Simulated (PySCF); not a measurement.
**Frequency calculation, with input and output: TiN$_{2}$**

- system: TiN$_{2}$, multiplicity 3
- method: UKS-based PBE0, Ti def2-TZVP, N def2-TZVP; non-relativistic Hamiltonian; density fitting (PySCF 2.14.0)

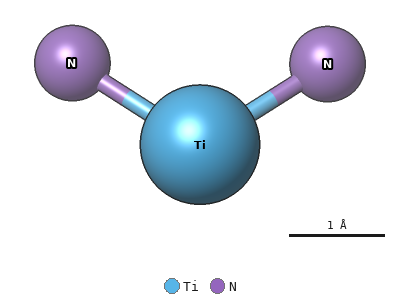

**Figure 1.** The structure as given in the input (ball-and-stick view, seen at a tilt). Sticks mark near contacts. Bond lengths as drawn: N–Ti 1.66 Å.

Input:
```python
from pyscf import gto, scf, dft
mol = gto.M(atom='''
Ti     0.000000     0.000000    -0.361246
N      1.343042     0.000000     0.618696
N     -1.343042     0.000000     0.618696''',
    basis={'Ti': 'def2-TZVP', 'N': 'def2-TZVP'},
    charge=0, spin=2)
mf = dft.UKS(mol, xc='PBE0')
mf.grids.atom_grid = (75, 302)
aux = {'Ti': 'def2-universal-JKFIT', 'N': 'def2-universal-JKFIT'}
mf = mf.density_fit(auxbasis=aux)
mf.conv_tol = 1e-09
mf.diis_space = 10
mf.max_cycle = 60
mf.verbose = 4
mf.kernel()
```

The script is an equivalent of the set-up of the self-consistent field. The run itself was carried out by a driver, which started from the orbitals of the step before it where there was one and computed the further properties.

Run as:
```bash
OMP_NUM_THREADS=4 python axn.py task.json out
```

The program's output:
```
init E= -958.492964775303
  alpha nocc = 19  HOMO = -0.261116818202469  LUMO = -0.0841745583534571
  beta  nocc = 17  HOMO = -0.248493806909245  LUMO = -0.132572213613674
  HOMO = -0.248493806909  LUMO = -0.132572213614  gap/eV = 3.15439
cycle= 1 E= -958.492964775122  delta_E= 1.81e-10  |g|= 2.33e-05  |ddm|= 1.15e-05
  alpha nocc = 19  HOMO = -0.261113294823126  LUMO = -0.0841786372119087
  beta  nocc = 17  HOMO = -0.248495955090172  LUMO = -0.132572637413066
  HOMO = -0.24849595509  LUMO = -0.132572637413  gap/eV = 3.15443
cycle= 2 E= -958.492964771988  delta_E= 3.13e-09  |g|= 9.42e-05  |ddm|= 4.64e-05
  alpha nocc = 19  HOMO = -0.261115963657551  LUMO = -0.0841753254369609
  beta  nocc = 17  HOMO = -0.24849411052564  LUMO = -0.132572190666167
  HOMO = -0.248494110526  LUMO = -0.132572190666  gap/eV = 3.15440
cycle= 3 E= -958.492964775319  delta_E= -3.33e-09  |g|= 4.28e-07  |ddm|= 3.72e-05
  alpha nocc = 19  HOMO = -0.261116018129815  LUMO = -0.0841753425226833
  beta  nocc = 17  HOMO = -0.248494168562749  LUMO = -0.132572268916899
  HOMO = -0.248494168563  LUMO = -0.132572268917  gap/eV = 3.15440
cycle= 4 E= -958.492964775323  delta_E= -3.87e-12  |g|= 2.78e-07  |ddm|= 7.08e-07
  alpha nocc = 19  HOMO = -0.261115963449183  LUMO = -0.0841753373785871
  beta  nocc = 17  HOMO = -0.248494127424202  LUMO = -0.132572247802258
  HOMO = -0.248494127424  LUMO = -0.132572247802  gap/eV = 3.15440
Extra cycle  E= -958.492964775326  delta_E= -3.18e-12  |g|= 2.84e-07  |ddm|= 7.87e-07
converged SCF energy = -958.492964775326  <S^2> = 2.117894  2S+1 = 3.0775926
```

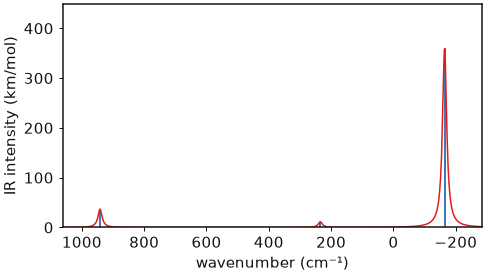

**Figure 2.** Harmonic infrared spectrum, unscaled: sticks (degenerate modes added up, dark ones marked on the axis) with a Lorentzian envelope of 16 cm⁻¹ full width, scaled to the tallest stick; imaginary modes are drawn at negative wavenumbers. 3 modes from 164i to 942 cm⁻¹, 1 imaginary beyond 8i (164i cm⁻¹): a first-order saddle point, if the geometry is stationary. The strongest line is at 164i cm⁻¹ (360 km/mol). All modes, in cm⁻¹ (km/mol): 164i (360), 235 (11.3), 942 (37).

Summary:

- outcome: converged
- total energy: −958.492965 hartree
- ⟨S²⟩: 2.118
- zero-point energy: 0.002680 hartree
- dipole moment: 5.72 D
- wavenumbers, lowest and highest: 164i and 942 cm⁻¹
- hardware: 4 threads of Arm Neoverse V2, 24 GiB of memory available, shared host
- wall time: 23 s (CPU time 77 s)
- peak memory: 0.86 GiB
